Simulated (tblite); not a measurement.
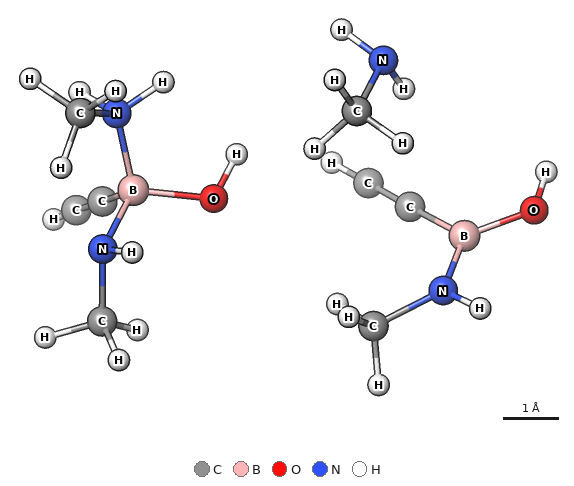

Two geometries of C4H11BN2O, drawn at one scale. One is the start of a relaxation, the other its converged end. A ball-and-stick model, seen from a free direction.

All numbers below come from GFN2-xTB geometry optimisation, gas phase (tblite 0.8.0). 

Q: Which one is relaxed?

A: The right one is the relaxed one. The atom that moves furthest after the best rigid fit is an H atom (2.23 Å). By element the largest moves are H 2.23 Å, N 1.29 Å, B 1.21 Å, O 0.67 Å, C 0.61 Å. Among the contacts that change: B–N 1.533 → 3.680 Å, B–O 1.485 → 1.367 Å, B–N 1.510 → 1.397 Å, H–N 1.069 → 1.009 Å. Bonds break: B–N (1.53 → 3.68 Å). Among the angles between lasting bonds that change: C–B–O 108.6° → 122.7°, C–B–N 108.2° → 119.9°, B–N–C 116.5° → 128.1°. Groups turn about C–N by about 45°. Over 294 geometry steps the energy falls by 1.561 eV. The run took 3.2 s on 1 thread of Arm Neoverse N1, with other jobs on the host.
